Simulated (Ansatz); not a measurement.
BH$_{4}$Cl: several calculations on one system

### Relaxation

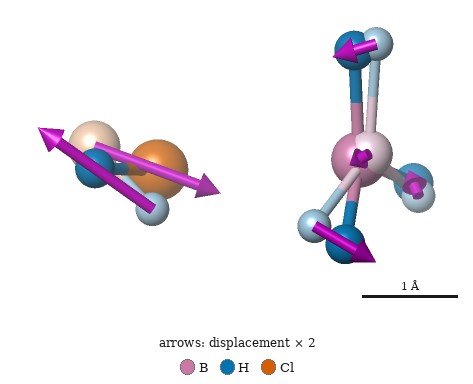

This is a relaxation of BH₄Cl. The starting structure is drawn faded, the final one solid; purple arrows show the displacements, 2 times their true length. The two geometries are superimposed by the best rigid fit.

Style: ball-and-stick. Shown from a free direction.

The run prepares an end point of a later path (reaction) calculation, from a guessed geometry.

These are results of RKS PBE0/def2-SVP (Ansatz 0.2.0), not measurements.

Input file:
```yaml
crystal:
  periodic: [false, false, false]
  atoms:
    - { symbol: B, position_ang: [-0.000433, 0.252567, -0.021523] }
    - { symbol: H, position_ang: [-0.000713, 0.39727, 1.170462] }
    - { symbol: H, position_ang: [1.056009, 0.262406, -0.597783] }
    - { symbol: H, position_ang: [-1.05916, 0.163292, -0.586029] }
    - { symbol: Cl, position_ang: [0.086605, -2.598797, 1.071601] }
    - { symbol: H, position_ang: [0.046592, -1.400437, 1.652972] }
basis:
  gaussian: { orbitals: def2-SVP }
hamiltonian:
  xc: pbe0
relax:
  f_tol: 0.03
  max_steps: 50
output:
  orbitals: {}
```

Command:
```bash
ansatz run input.yaml --threads 1 --pin off --max-ram 2048MiB --backend cpu --events-out ev --progress --plain --runs-dir out
```

### What happened in the run?

The energy falls by 19.2 kJ/mol in 21 accepted moves (24 points after the start). The largest force component goes from 1.1 to 0.014 eV/Å. The line search rejected the trial steps at points 7, 18, 20 of the run. The forces were under the threshold at step 8, but the run went on from there. H6 moves most after the best rigid fit: 0.75 Å. By element the largest moves are H 0.75 Å, Cl 0.71 Å, B 0.14 Å. Some distances before and after: B1–Cl5 3.055 → 2.307 Å, Cl5–H6 1.333 → 1.290 Å, B1–H2 1.201 → 1.210 Å. Among the angles between lasting bonds that change: H3–B1–H4 123.3° → 118.8°. Cost: 29 s on 1 thread of Arm Neoverse V1, on a shared host, peak memory 0.1 GiB.

### Relaxation

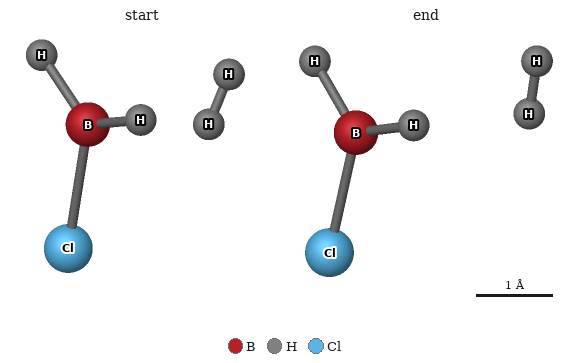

The structure of BH4Cl before (left) and after (right) a relaxation, at one scale.

A ball-and-stick model, seen from a free direction.

The run prepares an end point of a later path (reaction) calculation, from a guessed geometry.

Method: Ansatz 0.2.0, RKS PBE0/def2-SVP. (no spin polarisation; force threshold 0.03 eV/Å; at most 50 steps)

Question: Describe what moved and what it gained.

Answer: An H atom moves most after the best rigid fit: 0.62 Å. By element the largest moves are H 0.62 Å, Cl 0.39 Å, B 0.27 Å. Near-neighbour distances that change, for instance: B–Cl 1.817 → 1.740 Å, H–H 0.720 → 0.761 Å. After 7 geometry steps the energy has fallen by 3.65 kcal/mol. Largest force component: 1.8 eV/Å at the start, 0.017 eV/Å at the end. Cost: 9.5 s on 1 thread of Arm Neoverse V1 (shared host), peak memory 0.1 GiB.

### Path

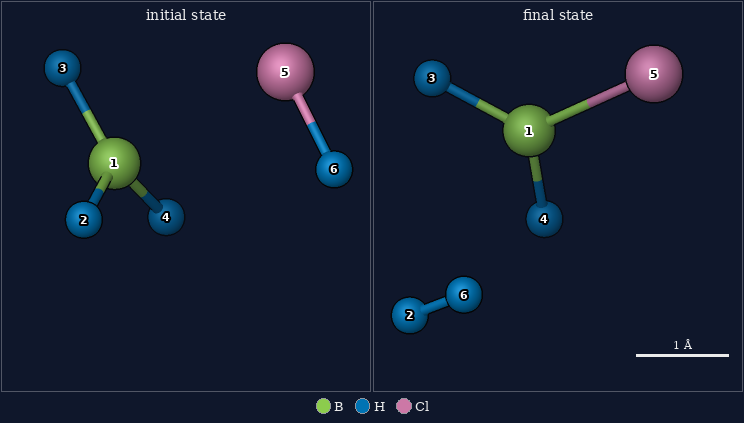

The two relaxed end points of a path for BH₄Cl, made up at the start of BH3 and HCl. A ball-and-stick model, seen at a tilt.

Method: RKS PBE0/def2-SVP (Ansatz 0.2.0).

Settings: 5 movable images; climbing image; force threshold 0.05 eV/Å; iteration limit 60.

Start:
```xyz
6

B     0.0325    0.1431    0.0234
H     0.1652    0.7414    1.0670
H     0.9577    0.1266   -0.7548
H    -1.0829   -0.0677   -0.3940
Cl    0.4339   -1.9641    0.8735
H    -0.3776   -1.9030    1.8745
```

End:
```xyz
6

B     0.0959   -0.5932   -0.5343
H    -0.2281    0.3928    2.3335
H     1.0478    0.1429   -0.5315
H    -1.0391   -0.2110   -0.6509
Cl    0.3771   -2.3035   -0.3799
H    -0.1247   -0.3518    2.4528
```

Q: What barrier does the band find between them, and by what path?

A: Forward barrier 0.23 eV, backward barrier 0.89 eV, with image 2 at the top; the reaction energy is −0.66 eV. Breaking: B1–H2 (1.21 → 1.26 at the top → 3.05 Å), Cl5–H6 (1.29 → 1.42 at the top → 3.48 Å). Forming: B1–Cl5 (2.31 → 2.17 at the top → 1.74 Å), H2–H6 (2.82 → 1.24 at the top → 0.76 Å). The band is converged. At the top, the vibrational analysis gives one imaginary mode (488i cm⁻¹), as a transition state must have.

Energies of the converged images:

```tsv
image	path (Å)	E (eV)
0	0.00	0.000
1	0.83	0.064
2	1.65	0.229
3	2.25	-0.321
4	2.84	-0.557
5	3.44	-0.643
6	4.03	-0.661
```

The geometry at the top of the path:

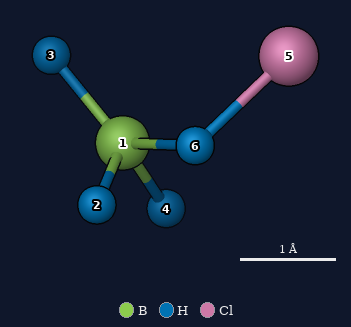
